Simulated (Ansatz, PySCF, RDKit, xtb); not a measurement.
# GeNHBrO−: a search for the lowest isomer, part 2 of 2

Given the formula GeNHBrO− (charge -1) and nothing else, which arrangement of the atoms is the most stable in the gas at 298.15 K, and what are its properties?

xtb, Ansatz and PySCF; isolated molecules. Earlier steps stand in the parts before.

## Step 11: c570a at CCSD(T)/def2-SVPD

The input, input.yaml:

```yaml
basis:
  gaussian:
    orbitals: def2-SVPD
crystal:
  periodic: [false, false, false]
  atoms:
    - {symbol: Br, position_ang: [0.473414, -0.712435, 2.587541]}
    - {symbol: Ge, position_ang: [2.180633, -0.338843, 0.614172]}
    - {symbol: N, position_ang: [0.931852, -0.324571, -0.885242]}
    - {symbol: O, position_ang: [1.606942, -1.641640, -0.597148]}
    - {symbol: H, position_ang: [-0.000365, -0.454970, -0.470786]}
total_charge: -1
magnetization:
  spin_polarized: false
  initial_magnetization: 0
correlation:
  method: ccsd_t
  frozen_orbitals: {H: 0, O: 1, Ge: 9, Br: 9, "N": 1}
```

Command:

```
$ ansatz run input.yaml --threads 2 --pin off --max-ram 4350MiB --events-out events.jsonl --progress --plain --runs-dir runs
```

Output (excerpt; [...] marks lines left out):

```text
Warning: RAYON_NUM_THREADS=2 ignored (pool sized by the plan → 2); use --threads N
Functional definition: HF
  name "HF"
[...]
1252 factors; integrals over basis functions are off by at most 1.2e-3 eV
[...]
mean field -129989.38802326 eV, -4777.0218998831 hartree, gradient 2.0e-6 eV, S^2 0.000000; 0 other end points of the search recorded, 0 dependent functions left out
20 core orbitals not correlated: weight in the atoms' cores, before any rotation towards them, 1.000 or more for the frozen orbitals, at most 0.000 for the correlated occupied ones
reference -129989.38802326 eV, -4777.0218998831 hartree; 22, 22 occupied and 88, 88 virtual orbitals, 1252 factors
second order -23.17529783 eV of doubles, -0.00000000 eV of singles
cycle   1  -22.29734541 eV  change    8.8e-1 eV  update   1.5e-1
[...]
cycle  12  -23.15774316 eV  change   -3.9e-5 eV  update   2.2e-5
perturbative correction -0.87925871 eV, -0.0323121616 hartree
Total energy: -130013.42502513 eV, -4777.9052434089 hartree
```

Wall time 26 s (2 threads of Arm Neoverse V2, shared host); peak memory 0.81 GiB.

## Step 12: The ranking

Energies in kcal/mol from c719a; G adds the thermal terms to the CCSD(T)/def2-SVPD + MP2/def2-TZVPPD - MP2/def2-SVPD energy. The columns left of the relaxed level are at the tight-binding geometries.

```
label               SMILES     spin  GFN2-xTB  HF/STO-3G  r2SCAN-D4/def2-SVPD  B3LYP-D3(BJ)/def2-SVPD  HF/def2-SVPD  MP2/def2-SVPD  CCSD(T)/def2-SVPD + MP2/def2-TZVPPD - MP2/def2-SVPD     G  share at equilibrium     T1
c719a  [NH]=[Ge]([O-])[Br]  singlet       0.0        0.0                  0.0                     0.0           0.0            0.0                                                  0.0   0.0               100.0 %  0.017
c570a   [Br][Ge-]1[NH][O]1  singlet       7.8      -45.2                 17.6                    15.6          18.2           30.4                                                 20.9  21.1               < 0.1 %  0.016
c276a   [Br][Ge-]1[NH][O]1  singlet       8.3      -46.5                 19.8                    18.2          21.1           33.0                                                 23.3  23.3               < 0.1 %  0.017
```

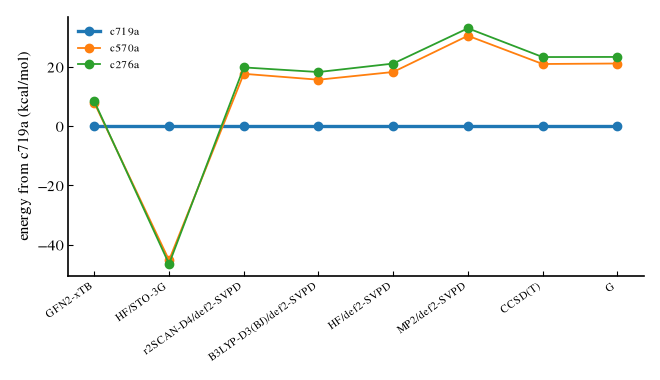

The finalists at each level, measured from c719a.

Lowest found: c719a, `[NH]=[Ge]([O-])[Br]`, a singlet of point group Cs. Bond lengths: Br1–Ge2 2.437 Å, Ge2–N3 1.745 Å, Ge2–O4 1.674 Å, N3–H5 1.029 Å. Angles: Br1–Ge2–N3 105.8°, Br1–Ge2–O4 110.6°, N3–Ge2–O4 143.6°, Ge2–N3–H5 105.9°.

```xyz
5

Br   -3.7866   -0.7635    2.3921
Ge   -2.2009   -0.1205    0.6575
N    -1.4794    1.3717    1.2019
O    -2.2020   -1.2411   -0.5865
H    -0.8094    1.6442    0.4697
```

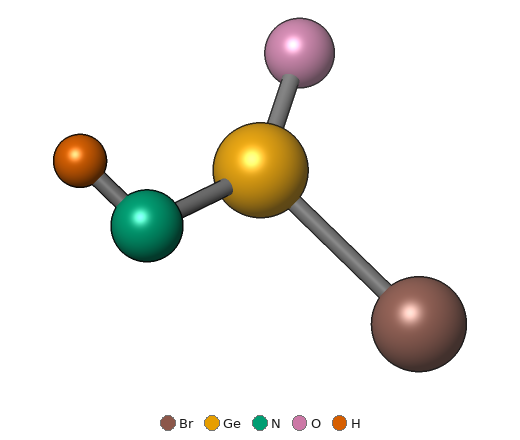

The lowest structure found, seen from a chosen angle (bromine brown, germanium amber, nitrogen teal, oxygen pink, hydrogen orange).

## Step 13: Density, orbitals and dipole (PBE0/def2-TZVPD)

The input, input.yaml:

```yaml
crystal:
  periodic: [false, false, false]
  atoms:
    - symbol: Br
      position_ang: [-3.786556, -0.763476, 2.392079]
    - symbol: Ge
      position_ang: [-2.200861, -0.120453, 0.657477]
    - symbol: "N"
      position_ang: [-1.479420, 1.371681, 1.201851]
    - symbol: O
      position_ang: [-2.202034, -1.241121, -0.586546]
    - symbol: H
      position_ang: [-0.809396, 1.644202, 0.469724]
basis:
  gaussian:
    orbitals: def2-TZVPD
total_charge: -1
hamiltonian:
  xc: {name: PBE0}
output: {forces: true, orbitals: {seedname: orbitals}}
```

Command:

```
$ ansatz run input.yaml --threads 2 --pin off --max-ram 4350MiB --events-out events.jsonl --progress --plain --runs-dir runs
```

Output (excerpt; [...] marks lines left out):

```text
Warning: RAYON_NUM_THREADS=2 ignored (pool sized by the plan → 2); use --threads N
Functional definition: PBE0
  name "PBE0"
[...]
1312 factors; their error is unknown
[...]
mean field -130102.60220735 eV, -4781.1824444091 hartree, gradient 2.6e-5 eV, S^2 0.000000; 0 other end points of the search recorded, 0 dependent functions left out
[...]
reference -130102.60224875 eV, -4781.1824459306 hartree; 42, 42 occupied and 155, 155 virtual orbitals, 1312 factors
Total energy: -130102.60224875 eV, -4781.1824459306 hartree
Atom 0 at    -3.786556    -0.763476     2.392079 Å, force     0.216608     0.094465    -0.229554 eV/Å
Atom 1 at    -2.200861    -0.120453     0.657477 Å, force    -0.034719    -0.238889    -0.211960 eV/Å
Atom 2 at    -1.479420     1.371681     1.201851 Å, force    -0.035427    -0.150169    -0.112301 eV/Å
Atom 3 at    -2.202034    -1.241121    -0.586546 Å, force    -0.004720     0.422770     0.477275 eV/Å
Atom 4 at    -0.809396     1.644202     0.469724 Å, force    -0.141742    -0.128178     0.076541 eV/Å
Dipole moment:    -0.238867    -0.022482     0.343968 e Å
```

Run time: 6.3 s. Hardware: 2 threads of Arm Neoverse V2, shared host; peak memory 0.62 GiB.

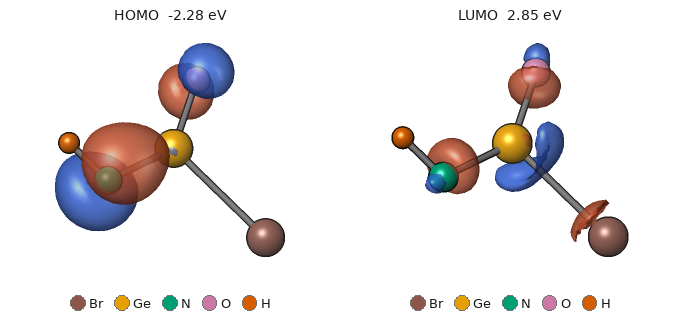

Frontier orbitals of this run, surfaces at ±0.2 Å^-3/2.

## Step 14: Frequencies after a tight-binding relaxation (GFN2-xTB)

The input, start.xyz:

```xyz
5
c719a
Br    -3.786556    -0.763476     2.392079
Ge    -2.200861    -0.120453     0.657477
N     -1.479420     1.371681     1.201851
O     -2.202034    -1.241121    -0.586546
H     -0.809396     1.644202     0.469724
```

Command:

```
$ xtb start.xyz --gfn 2 --ohess tight --chrg -1
```

Output (excerpt; [...] marks lines left out):

```text
* xtb version 6.7.1
[...]
          :  # basis functions                  29          :
[...]
          :  # electrons                        24          :
[...]
          :  Hamiltonian                  GFN2-xTB          :
[...]
          :  net charge                         -1          :
          :  unpaired electrons                  0          :
[...]
   *** convergence criteria satisfied after 18 iterations ***
[...]
   *** GEOMETRY OPTIMIZATION CONVERGED AFTER 8 ITERATIONS ***
[...]
   *** convergence criteria satisfied after 3 iterations ***
[...]
         ::                     SUMMARY                     ::
         :::::::::::::::::::::::::::::::::::::::::::::::::::::
         :: total energy             -13.806205836875 Eh    ::
         :: gradient norm              0.000086766062 Eh/a0 ::
         :: HOMO-LUMO gap              3.771729697507 eV    ::
         ::.................................................::
         :: SCC energy               -13.855643724859 Eh    ::
         :: -> isotropic ES            0.161176938555 Eh    ::
         :: -> anisotropic ES         -0.009787608234 Eh    ::
         :: -> anisotropic XC         -0.022507176488 Eh    ::
         :: -> dispersion             -0.003865185687 Eh    ::
         :: repulsion energy           0.049437887983 Eh    ::
         :: add. restraining           0.000000000000 Eh    ::
         :: total charge              -1.000000000000 e     ::
         :::::::::::::::::::::::::::::::::::::::::::::::::::::
[...]
        12        2.0000           -0.1956268              -5.3233 (HOMO)
        13                         -0.0570175              -1.5515 (LUMO)
[...]
     #   Z          covCN         q      C6AA      α(0)
     1  35          0.835    -0.363   195.058    22.518
     2  32          2.467     0.354   217.514    29.103
     3   7          1.696    -0.505    34.370     8.666
     4   8          0.785    -0.565    25.326     6.745
     5   1          0.871     0.079     1.995     2.212
[...]
          | TOTAL ENERGY              -13.806205836872 Eh   |
          | TOTAL ENTHALPY            -13.783477401494 Eh   |
          | TOTAL FREE ENERGY         -13.821252658571 Eh   |
          | GRADIENT NORM               0.000086417488 Eh/α |
[...]
```

Wall time 0.074 s (2 threads of Arm Neoverse V2, shared host).

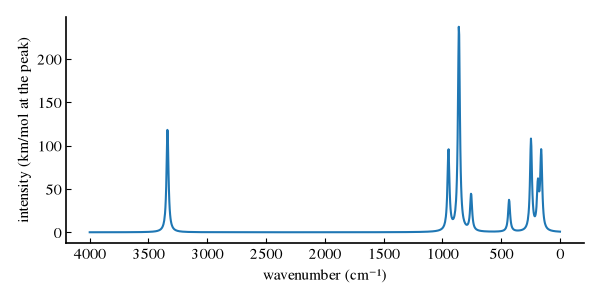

Harmonic infrared spectrum, unscaled, lines broadened by 10 cm⁻¹.

## Step 15: Electronic excitations (TD-PBE0/def2-SVPD)

An in-house driver calls PySCF's response routines at TD-PBE0/def2-SVPD; it has no typed input.

Output:

```text
coarse grid: 27520 points
cycle   1  E = -4780.1957737173  dE = -1.398e+00  |g| = 1.119e+00  |ddm| = 3.059e+00
cycle   2  E = -4778.1713793334  dE =  2.024e+00  |g| = 2.976e+00  |ddm| = 4.385e+00
cycle   3  E = -4780.3187121724  dE = -2.147e+00  |g| = 7.453e-01  |ddm| = 3.474e+00
cycle   4  E = -4780.4438060957  dE = -1.251e-01  |g| = 2.782e-01  |ddm| = 9.617e-01
cycle   5  E = -4780.4611467799  dE = -1.734e-02  |g| = 7.849e-02  |ddm| = 3.661e-01
cycle   6  E = -4780.4625527880  dE = -1.406e-03  |g| = 2.328e-02  |ddm| = 1.125e-01
cycle   7  E = -4780.4626592416  dE = -1.065e-04  |g| = 5.394e-03  |ddm| = 2.698e-02
cycle   8  E = -4780.4626668075  dE = -7.566e-06  |g| = 1.605e-03  |ddm| = 7.106e-03
final grid: 53688 points
cycle   9  E = -4780.4626543570  dE =  2.466e-07  |g| = 2.054e-03  |ddm| = 4.418e-03
cycle  10  E = -4780.4626529192  dE =  1.438e-06  |g| = 3.423e-03  |ddm| = 5.771e-03
cycle  11  E = -4780.4626550106  dE = -2.091e-06  |g| = 9.753e-04  |ddm| = 3.681e-03
cycle  12  E = -4780.4626552155  dE = -2.049e-07  |g| = 1.578e-04  |ddm| = 8.650e-04
cycle  13  E = -4780.4626552204  dE = -4.856e-09  |g| = 4.408e-05  |ddm| = 1.842e-04
cycle  14  E = -4780.4626552208  dE = -4.766e-10  |g| = 6.031e-06  |ddm| = 5.420e-05
converged SCF energy = -4780.4626552208

Static polarisability (au): isotropic 76.690, principal 57.321 80.059 92.690

Singlet excitations
state   eV       nm        f      main configurations
  1   3.7468    330.9   0.00370   H->L 0.96
  2   4.3267    286.6   0.03540   H-1->L 0.92
  3   5.1038    242.9   0.06321   H-2->L 0.66, H->L+1 0.28
  4   5.1364    241.4   0.00545   H-3->L 0.94
  5   5.2903    234.4   0.00012   H-1->L+1 0.94
  6   5.5765    222.3   0.02422   H-4->L 0.95
  7   5.6527    219.3   0.01683   H->L+3 0.50, H->L+2 0.45
  8   5.8698    211.2   0.10319   H->L+1 0.44, H-2->L 0.24, H-1->L+2 0.15

Triplet excitations (Tamm-Dancoff, eV): 3.3416 3.8162 4.0404
```

It took 6.3 s on 2 threads of Arm Neoverse V2, shared host.

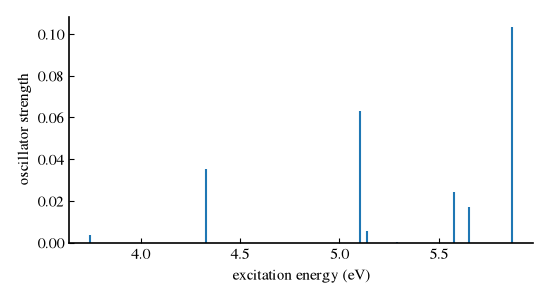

Vertical excitations as sticks.

The roots found:

| excited state | energy (eV) | strength |
| --- | --- | --- |
| 1 | 3.747 | 0.0037 |
| 2 | 4.327 | 0.0354 |
| 3 | 5.104 | 0.0632 |
| 4 | 5.136 | 0.0054 |
| 5 | 5.290 | 0.0001 |
| 6 | 5.577 | 0.0242 |
| 7 | 5.653 | 0.0168 |
| 8 | 5.870 | 0.1032 |

## Step 16: NMR shieldings (GIAO PBE0/pcSseg-1)

An in-house driver calls PySCF's response routines at GIAO PBE0/pcSseg-1; it has no typed input.

Output:

```text
coarse grid: 27520 points
cycle   1  E = -4780.2908958144  dE = -1.562e+00  |g| = 1.567e+00  |ddm| = 2.600e+00
cycle   2  E = -4778.1072293022  dE =  2.184e+00  |g| = 3.255e+00  |ddm| = 3.577e+00
cycle   3  E = -4780.3219811249  dE = -2.215e+00  |g| = 1.093e+00  |ddm| = 3.302e+00
cycle   4  E = -4780.5640438859  dE = -2.421e-01  |g| = 4.299e-01  |ddm| = 1.021e+00
cycle   5  E = -4780.6019565409  dE = -3.791e-02  |g| = 1.436e-01  |ddm| = 4.441e-01
cycle   6  E = -4780.6064935216  dE = -4.537e-03  |g| = 3.948e-02  |ddm| = 1.362e-01
cycle   7  E = -4780.6067381717  dE = -2.447e-04  |g| = 9.732e-03  |ddm| = 2.844e-02
cycle   8  E = -4780.6067579241  dE = -1.975e-05  |g| = 1.644e-03  |ddm| = 8.707e-03
cycle   9  E = -4780.6067586082  dE = -6.841e-07  |g| = 5.562e-04  |ddm| = 2.276e-03
final grid: 53688 points
cycle  10  E = -4780.6067391483  dE = -7.622e-09  |g| = 7.678e-04  |ddm| = 1.723e-03
cycle  11  E = -4780.6067390440  dE =  1.043e-07  |g| = 1.083e-03  |ddm| = 1.891e-03
cycle  12  E = -4780.6067392830  dE = -2.390e-07  |g| = 1.598e-04  |ddm| = 1.039e-03
cycle  13  E = -4780.6067392890  dE = -5.999e-09  |g| = 3.403e-05  |ddm| = 1.410e-04
cycle  14  E = -4780.6067392891  dE = -1.664e-10  |g| = 1.086e-05  |ddm| = 2.801e-05
converged SCF energy = -4780.6067392891

GIAO shielding tensors (ppm)
atom      isotropic    diamagn.    paramagn.     s11        s22        s33       span
  0 Br    2478.484    3123.619    -645.135   2183.686   2247.553   3004.213    820.527
  1 Ge    1120.683    2760.274   -1639.591    546.715    812.096   2003.237   1456.522
  2 N       98.355     329.914    -231.559    -80.615    153.126    222.553    303.168
  3 O      -73.766     403.860    -477.626   -256.901    -90.645    126.247    383.148
  4 H       27.698      37.108      -9.410     19.886     24.467     38.741     18.855
```

Wall time 4.5 s (2 threads of Arm Neoverse V2, shared host); peak memory 0.65 GiB.

Isotropic shieldings, averaged over atoms that the bond graph makes equivalent (absolute, not shifts; non-relativistic, which misses 10 ppm and more beside bromine and heavier atoms):

```
atoms  shielding (ppm)
  Br1           2478.5
  Ge2           1120.7
   N3             98.4
   O4            -73.8
   H5            27.70
```

## Step 17: One electron fewer at the same geometry (PBE0/def2-TZVPD)

The input, input.yaml:

```yaml
crystal:
  periodic: [false, false, false]
  atoms:
    - {symbol: Br, position_ang: [-3.786556, -0.763476, 2.392079]}
    - {symbol: Ge, position_ang: [-2.200861, -0.120453, 0.657477]}
    - {symbol: "N", position_ang: [-1.479420, 1.371681, 1.201851]}
    - {symbol: O, position_ang: [-2.202034, -1.241121, -0.586546]}
    - {symbol: H, position_ang: [-0.809396, 1.644202, 0.469724]}
basis:
  gaussian: {orbitals: def2-TZVPD}
magnetization: {spin_polarized: true, initial_magnetization: 1}
hamiltonian: {xc: {name: PBE0}}
```

Command:

```
$ ansatz run input.yaml --threads 2 --pin off --max-ram 4350MiB --events-out events.jsonl --progress --plain --runs-dir runs
```

Output:

```text
Warning: RAYON_NUM_THREADS=2 ignored (pool sized by the plan → 2); use --threads N
[... 2 set-up lines as earlier in the session ...]
  parameter a = 0.25
  parameter kappa = 0.804
  parameter beta = 0.06672455060314922
  exchange = (1 - a)*pbe_x(kappa = kappa, mu = beta*pi^2/3) + a*exact_x
  correlation = pbe_c(beta = beta)
1312 factors; their error is unknown
mean field evaluation 1: about -130077.4853 eV, gradient 6.7e1 eV
mean field evaluation 2: about -129861.8975 eV, gradient 1.7e2 eV
mean field evaluation 4: about -130079.7152 eV, gradient 6.2e1 eV
mean field evaluation 8: about -130097.8738 eV, gradient 4.1e0 eV
mean field evaluation 16: about -130098.5499 eV, gradient 4.2e-2 eV
mean field evaluation 32: about -130098.5501 eV, gradient 6.7e-5 eV
mean field -130098.55008612 eV, -4781.0335317004 hartree, gradient 1.4e-5 eV, S^2 0.792095; 6 other end points of the search recorded, 0 dependent functions left out
reference -130098.55012831 eV, -4781.0335332509 hartree; 42, 41 occupied and 155, 156 virtual orbitals, 1312 factors
Total energy: -130098.55012831 eV, -4781.0335332509 hartree
```

It took 23 s on 2 threads of Arm Neoverse V2, shared host; peak memory 0.89 GiB.

Difference from the parent: 4.05 eV.

## Step 18: The triplet at the same geometry (PBE0/def2-TZVPD)

input.yaml: that of step 17 with these lines changed.

```diff
@@ -1 +1,4 @@
+basis:
+  gaussian:
+    orbitals: def2-TZVPD
 crystal:
@@ -8,5 +11,7 @@
     - {symbol: H, position_ang: [-0.809396, 1.644202, 0.469724]}
-basis:
-  gaussian: {orbitals: def2-TZVPD}
-magnetization: {spin_polarized: true, initial_magnetization: 1}
-hamiltonian: {xc: {name: PBE0}}
+hamiltonian:
+  xc: pbe0
+magnetization:
+  spin_polarized: true
+  initial_magnetization: 2
+total_charge: -1
```

Command:

```
$ ansatz run input.yaml --threads 2 --pin off --max-ram 4350MiB --events-out events.jsonl --progress --plain --runs-dir runs
```

Output (excerpt; [...] marks lines left out):

```text
Warning: RAYON_NUM_THREADS=2 ignored (pool sized by the plan → 2); use --threads N
[... 7 set-up lines as earlier in the session ...]
1312 factors; their error is unknown
mean field evaluation 1: about -130085.8483 eV, gradient 5.0e1 eV
mean field evaluation 2: about -129934.5343 eV, gradient 1.4e2 eV
mean field evaluation 4: about -130090.8673 eV, gradient 3.9e1 eV
mean field evaluation 8: about -130098.5466 eV, gradient 4.2e0 eV
mean field evaluation 16: about -130098.7994 eV, gradient 1.8e-1 eV
mean field evaluation 32: about -130099.3580 eV, gradient 3.0e-4 eV
mean field -130099.35804430 eV, -4781.0632236159 hartree, gradient 2.5e-5 eV, S^2 2.022786; 6 other end points of the search recorded, 0 dependent functions left out
reference -130099.35807998 eV, -4781.0632249271 hartree; 43, 41 occupied and 154, 156 virtual orbitals, 1312 factors
Total energy: -130099.35807998 eV, -4781.0632249271 hartree
```

Wall time 23 s (2 threads of Arm Neoverse V2, shared host); peak memory 0.84 GiB.

It lies 3.24 eV above the singlet.

## Step 19: Outcome

What follows sums up all 2 parts.

| quantity | value |
| --- | --- |
| lowest structure found | [NH]=[Ge]([O-])[Br], singlet, Cs |
| next finalist | [Br][Ge-]1[NH][O]1, singlet, 21.1 kcal/mol higher in G |
| share at equilibrium, among the finalists | 100.0 % |
| funnel | 15 starts, 12 minima at GFN2-xTB, 10 screening runs, 3 relaxed, 3 ranked |
| CPU time of all runs | 15 min |
| harmonic wavenumbers, lowest and highest (B3LYP-D3(BJ)/def2-SVPD) | 166 and 3422 cm⁻¹ |
| rotational constants, same geometry | 0.2066, 0.0536, 0.04256 cm⁻¹ |
| HOMO energy (PBE0/def2-TZVPD) | -2.28 eV |
| LUMO energy (PBE0/def2-TZVPD) | 2.85 eV |
| HOMO–LUMO gap (to an unbound level, set by the basis) (PBE0/def2-TZVPD) | 5.13 eV |
| lowest excitation (TD-PBE0/def2-SVPD) | 3.75 eV (f = 0.004) |
| strongest of the states computed, same level | 5.87 eV (f = 0.103) |
| lowest triplet excitation, same level, Tamm-Dancoff | 3.34 eV |
| vertical detachment energy | 4.05 eV |
| vertical triplet less singlet | +3.24 eV |

In words: `[NH]=[Ge]([O-])[Br]` comes out lowest. The margin of 21.1 kcal/mol over the next finalist is beyond the usual error of the last level; it says nothing of structures that weren't ranked. GFN2-xTB, r2SCAN-D4/def2-SVPD, B3LYP-D3(BJ)/def2-SVPD, HF/def2-SVPD and MP2/def2-SVPD already put its bonding pattern lowest among the structures in one piece; HF/STO-3G favours the singlet [Br][Ge-]1[NH][O]1. The largest share of the time went into the vibrations (44 %). In an anion, excitations above the detachment energy lie in the continuum and hang on the basis, so they needn't be bound states. Lowest found is not proven lowest: the search is finite, and each finalist counts with one conformer.
